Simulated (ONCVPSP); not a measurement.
**Pseudopotential generation for Ca**

- system: calcium (Ca, Z = 20), core [Ne] 3s2, reference valence 3p6 4s2, valence charge 8.
- method: ONCV potential, PBE, scalar-relativistic, made with ONCVPSP 4.0.1

## Input file
```
# ATOM AND REFERENCE CONFIGURATION
# atsym  z   nc   nv     iexc    psfile
  Ca 20.00    4    2        4      upf
#
#   n    l    f
    1    0    2.00
    2    0    2.00
    2    1    6.00
    3    0    2.00
    3    1    6.00
    4    0    2.00
#
# PSEUDOPOTENTIAL AND OPTIMIZATION
# lmax
    2
#
#   l,   rc,      ep,       ncon, nbas, qcut
    0    2.65    0.00    3    6    2.40
    1    1.25    0.00    4    9    6.20
    2    2.65    0.25    4    7    3.90
#
# LOCAL POTENTIAL
# lloc, lpopt,  rc(5),   dvloc0
    4    1    1.00    0.00
#
# VANDERBILT-KLEINMAN-BYLANDER PROJECTORs
# l, nproj, debl
    0    2    0.90
    1    2    1.70
    2    1    0.90
#
# MODEL CORE CHARGE
# icmod, fcfact, rcfact
    3    2.50    1.75
#
# LOG DERIVATIVE ANALYSIS
# epsh1, epsh2, depsh
   -3.00    5.00    0.02
#
# OUTPUT GRID
# rlmax, drl
    6.00    0.01
#
# TEST CONFIGURATIONS
# ncnf
    4
# nvcnf
#   n    l    f
    2
    3    1    6.00
    4    0    1.00
#
    2
    3    1    6.00
    4    0    0.00
#
    2
    3    1    6.00
    4    0    1.50
#
    3
    3    1    6.00
    4    0    0.00
    4    1    2.00
#
```

Hardware: 1 CPU thread, shared host.

Run as:
```bash
oncvpsp.x < Ca.dat > Ca.out
```

## Output (extracts)
```
ONCVPSP  (Optimized Norm-Conservinng Vanderbilt PSeudopotential)
scalar-relativistic version 4.0.1

#   n    l    f        energy (Ha)
    1    0    2.00    -1.4513812E+02
    2    0    2.00    -1.5227844E+01
    2    1    6.00    -1.2301412E+01
    3    0    2.00    -1.7305906E+00
    3    1    6.00    -1.0292782E+00
    4    0    2.00    -1.3841232E-01

Reference configufation results
  iterations    22
  all-electron total energy (Ha)   -6.80325146D+02

Begin loop to  construct optimized pseudo wave functions
and semi-local pseudopoentials for all angular momenta

   Wellstate for l =  0  n =  5
     eigenvalue =   0.7616
     asymptotic potential =   1.2616
     half-point radius =  4.6624

Calculating optimized projector #   1

 for l=   0

    Fraction of norm inside rc  0.164373
    Optimizing pswf for qcut=   2.39 a_B^-1,  ecut=   2.86 Ha
    Residual kinetic energy error=  4.01D-05 Ha

    Energy error per electron        Cutoff
         Ha          eV             Ha
         0.01000     0.27211        0.98
         0.00100     0.02721        1.83
         0.00010     0.00272        2.65
         0.00001     0.00027       10.91

Calculating optimized projector #   2

 for l=   0

    Fraction of norm inside rc  0.285844
    Optimizing pswf for qcut=   2.39 a_B^-1,  ecut=   2.86 Ha
    Residual kinetic energy error=  9.28D-03 Ha

    Energy error per electron        Cutoff
         Ha          eV             Ha
         0.01000     0.27211        3.03
         0.00100     0.02721       16.85
         0.00010     0.00272       27.69
         0.00001     0.00027       60.70

   Wellstate for l =  1  n =  4
     eigenvalue =   0.6707
     asymptotic potential =   1.1707
     half-point radius =  2.8226

Calculating optimized projector #   1

 for l=   1

    Fraction of norm inside rc  0.542619
    Optimizing pswf for qcut=   6.19 a_B^-1,  ecut=  19.15 Ha
    Residual kinetic energy error=  2.85D-04 Ha

    Energy error per electron        Cutoff
         Ha          eV             Ha
         0.01000     0.27211       10.27
         0.00100     0.02721       13.75
         0.00010     0.00272       68.16
         0.00001     0.00027      168.91

Calculating optimized projector #   2

 for l=   1

    Fraction of norm inside rc  0.116482
    Optimizing pswf for qcut=   6.19 a_B^-1,  ecut=  19.15 Ha
    Residual kinetic energy error=  1.27D-04 Ha

    Energy error per electron        Cutoff
         Ha          eV             Ha
         0.01000     0.27211        9.91
         0.00100     0.02721       13.38
         0.00010     0.00272       22.76
         0.00001     0.00027       99.92

WARNING wellstate: localized bound state found for n= 3 l= 2
WARNING this state with energy -0.07153622
WARNING will be used for the first projector

Calculating optimized projector #   1

 for l=   2

    Fraction of norm inside rc  0.673977
    Optimizing pswf for qcut=   3.90 a_B^-1,  ecut=   7.62 Ha
    Residual kinetic energy error=  8.40D-03 Ha

    Energy error per electron        Cutoff
         Ha          eV             Ha
         0.01000     0.27211        7.49
         0.00100     0.02721       21.17
         0.00010     0.00272       25.81
         0.00001     0.00027       35.49

Construct Vanderbilt / Kleinmman-Bylander projectors

B matrix Hermiticity error, ll=   0
   1   2    2.4938E-05

  Orthonormal projector coefficients  5.0167E+00  7.1287E-01

B matrix Hermiticity error, ll=   1
   1   2    1.5561E-04

  Orthonormal projector coefficients  4.3426E+00  1.1577E+00

Model core correction analysis
  based on d2Exc/dn_idn_j

d2excae - all-electron derivatives

   -3.441336D-02   -2.892938D-03
   -2.892103D-03   -2.950312D-02

d2excps - pseudofunction derivatives with no core correction

   -4.409781D-02   -2.778173D-03
   -2.777240D-03   -2.994906D-02

rms 2nd derivative error    4.848035E-03

rmatch, rhocmatch    0.6926    6.6906

Teter function model core charge with specified parameters

d2excps - pseudofunction derivatives with core correction

   -3.765103D-02   -2.769098D-03
   -2.768161D-03   -2.994312D-02

rms 2nd derivative error    1.636062E-03

Pseudoatom total energy  -22.237357

Diagnostic tests using Vanderbilt-Kleinman-Bylander pseudopotentials
  1 or more projectors used as specified by nproj input data

   l    rcore       rmatch      e in        delta e   norm test  slope test

   0   2.6609254   2.7417169  -0.1384123  -0.0000085   0.9999404   1.0001237
   0   2.6609254   2.7417169   0.7615877   0.0001542   1.0000531   1.0000531

   1   1.2522387   1.2902594  -1.0292782  -0.0000116   1.0000777   1.0001096
   1   1.2522387   1.2902594   0.6707218   0.0000023   1.0002238   1.0002238

   2   2.6609254   2.7417169  -0.0715362  -0.0000007   0.9999997   0.9999909

 Testing for bound ghosts
   n   l    E NL Schr. Eq   E Basis Diag.   E Cutoff

       0                       -2.288898     17.48  WARNING - GHOST(-)
   1   0       -0.138421       -0.130470     17.48

   2   1       -1.029290       -1.025612    251.45

   3   2       -0.071537       -0.069245     25.96

 Testing for highly-localized positive-energy ghosts
       l    <radius>/rc     E Basis Diag.   E Cutoff

Test configuration 0

   n   l     f        eae           eps        diff
   1   0  2.0000 -145.13811875
   2   0  2.0000  -15.22784431
   2   1  6.0000  -12.30141192
   3   0  2.0000   -1.73059058
   3   1  6.0000   -1.02927816   -1.02928979   -1.16D-05
   4   0  2.0000   -0.13841232   -0.13842087   -8.55D-06

    Total energies and differences
      AE_ref= -6.80325146D+02  AE_tst= -6.80325146D+02  dif=  0.00D+00
      PS_ref= -2.22373571D+01  PS_tst= -2.22373571D+01  dif=  7.11D-15
      PSP excitation error= -7.11D-15

Test configuration 1

   n   l     f        eae           eps        diff
   1   0  2.0000 -145.39686498
   2   0  2.0000  -15.48531520
   2   1  6.0000  -12.55898915
   3   0  2.0000   -1.98421177
   3   1  6.0000   -1.28188040   -1.27898864    2.89D-03
   4   0  1.0000   -0.32947790   -0.32899721    4.81D-04

    Total energies and differences
      AE_ref= -6.80325146D+02  AE_tst= -6.80093280D+02  dif=  2.32D-01
      PS_ref= -2.22373571D+01  PS_tst= -2.20056174D+01  dif=  2.32D-01
      PSP excitation error=  1.26D-04

Test configuration 2

   n   l     f        eae           eps        diff
   1   0  2.0000 -145.70978685
   2   0  2.0000  -15.79588576
   2   1  6.0000  -12.86974301
   3   0  2.0000   -2.28713139
   3   1  6.0000   -1.58241450   -1.57314525    9.27D-03

    Total energies and differences
      AE_ref= -6.80325146D+02  AE_tst= -6.79658898D+02  dif=  6.66D-01
      PS_ref= -2.22373571D+01  PS_tst= -2.15728715D+01  dif=  6.64D-01
      PSP excitation error=  1.76D-03

Test configuration 3

   n   l     f        eae           eps        diff
   1   0  2.0000 -145.26014070
   2   0  2.0000  -15.34936908
   2   1  6.0000  -12.42297836
   3   0  2.0000   -1.85062663
   3   1  6.0000   -1.14892667   -1.14780900    1.12D-03
   4   0  1.5000   -0.23084974   -0.23076295    8.68D-05

    Total energies and differences
      AE_ref= -6.80325146D+02  AE_tst= -6.80233136D+02  dif=  9.20D-02
      PS_ref= -2.22373571D+01  PS_tst= -2.21453569D+01  dif=  9.20D-02
      PSP excitation error=  9.25D-06

Test configuration 4

   n   l     f        eae           eps        diff
   1   0  2.0000 -145.23681037
   2   0  2.0000  -15.32646293
   2   1  6.0000  -12.39988747
   3   0  2.0000   -1.82681678
   3   1  6.0000   -1.12403856   -1.11549731    8.54D-03
   4   1  2.0000   -0.08779441   -0.08767555    1.19D-04

    Total energies and differences
      AE_ref= -6.80325146D+02  AE_tst= -6.80143186D+02  dif=  1.82D-01
      PS_ref= -2.22373571D+01  PS_tst= -2.20555489D+01  dif=  1.82D-01
      PSP excitation error=  1.52D-04
```

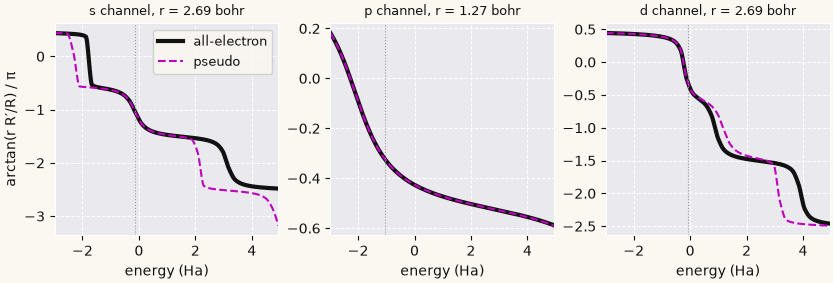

Fig. 1: Unwrapped phase arctan(r R′/R) in units of π against energy, all-electron (solid) and pseudo (dashed); the pseudo phase is matched to the all-electron one at the reference energy. Here R(r) is the radial function. A near-vertical step is a level narrower than the spacing of the points behind the curves. The dotted line marks the reference energy of the channel. Not drawn: f: not judged.

- Range over which the phases agree within 0.05 rad: s: between about -1.5 and 1.7 Ha; p: over the whole range drawn; d: up to about 0.3 Ha.
- Ghost states: Going away from the reference energies, the phases part by more than π/2 in: s at about 2.2 Ha (above its reference energy, pseudo phase lower); s at about -1.8 Ha (below its reference energy, pseudo phase lower, at the 3s core level, which only the all-electron atom has); d at about 3.2 Ha (above its reference energy, pseudo phase lower). Such a step is either a state that only one of the two atoms has or an ordinary level shifted in energy. The separate test gives: GHOST(-) flagged for s at -62.3 eV; no localised positive-energy state flagged.

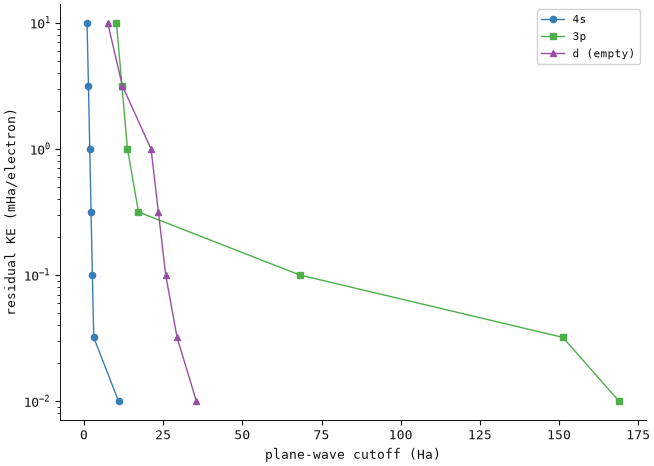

Fig. 2: Residual kinetic energy of the pseudo-waves (the first of each channel, and further valence shells) beyond the plane-wave cutoff, as the generator prints it.

- Cutoffs for the occupied states: 14 Ha for 1 mHa and 68 Ha for 0.1 mHa per electron. The first is set by 3p.
- Hardest wave at 1 mHa per electron: d (empty), with rc = 2.65 bohr and qcut = 3.9 1/bohr. The optimisation minimises, but can't always remove, the kinetic energy above qcut²/2 = 7.6 Ha, and a larger rc would as a rule soften the wave at some cost in transferability.
- Cutoffs for 1 mHa per electron: d (empty): 21 Ha; 3p: 14 Ha; 4s: 1.8 Ha. The potential isn't sound: its ghost test gives GHOST(-) flagged for s at -62.3 eV; no localised positive-energy state flagged.

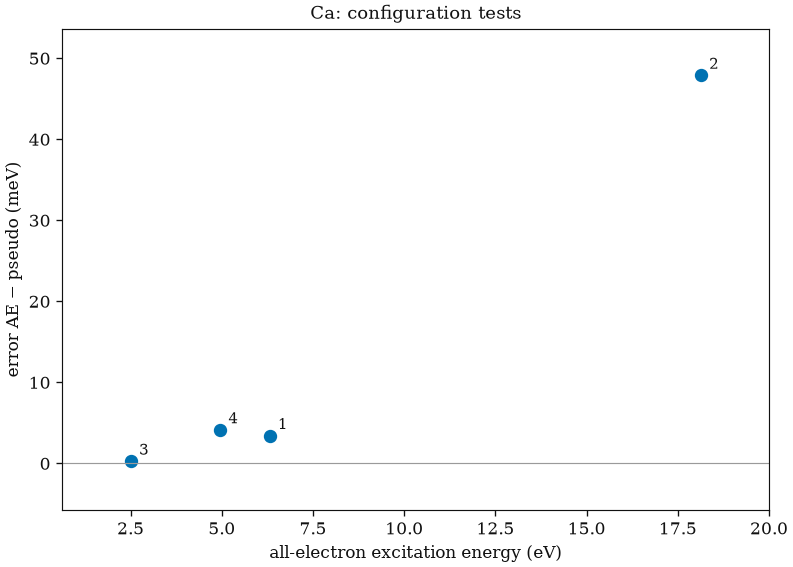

Fig. 3: Errors, all-electron minus pseudo, of the energies of valence configurations relative to the unpolarised reference 3p6 4s2. Points: 1 = 3p6 4s1; 2 = 3p6 4s0; 3 = 3p6 4s1.5; 4 = 3p6 4s0 4p2.

- Worst configuration: 3p6 4s0 (charge +2): the error is +48 meV on an all-electron energy of +18.13 eV relative to the reference, or 0.26 %.
- Configurations within 10 meV and within 50 meV: 3 and 4 of 4.

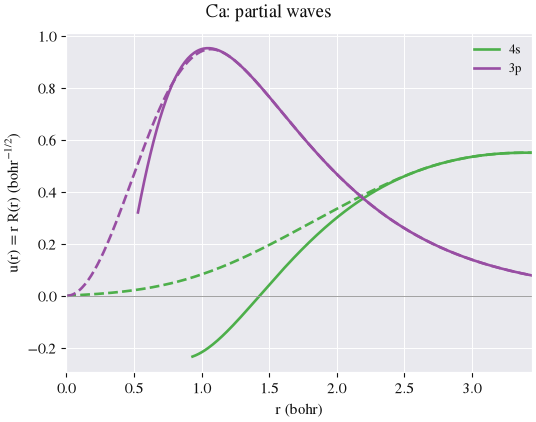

Fig. 4: Partial waves u(r) = r R(r), all-electron (solid) and pseudo (dashed). The innermost oscillations of some all-electron curves aren't drawn. Reference configuration 3p6 4s2.

- Matching radii: 4s at 2.65 bohr; 3p at 1.25 bohr. The curves merge smoothly, so the plot gives these only roughly.
- Nodes of the pseudo-waves: 4s has no node; 3p has no node.

## Summary

- outcome: generated, with a ghost state
- cutoffs needed: 14 Ha and 68 Ha (the cutoffs at which the residual kinetic energy of the hardest occupied pseudo-wave falls to 1 and 0.1 mHa per electron); the channels without a valence shell are harder: d needs 21 Ha for 1 mHa
- ghost test: GHOST(-) flagged for s at -62.3 eV; no localised positive-energy state flagged
- largest excitation error: +48 meV (all-electron minus pseudo) for 3p6 4s0, out of 4 test configurations
- rms error of d²Exc/dni dnj: 4.85 mHa without and 1.64 mHa with the model core
- range over which the phases arctan(r R′/R) at the test radius agree within 0.05 rad (a looser test near the poles than one of phase shifts): s: between about -1.5 and 1.7 Ha; p: over the whole range computed; d: up to about 0.3 Ha; f: not judged, local potential alone
- wall time: 3.4 s

## Notes

The potential has a bound ghost state, so it can't be used as it stands. Warnings of the program, in the generation or the tests: wellstate: localized bound state found for n= 3 l= 2.
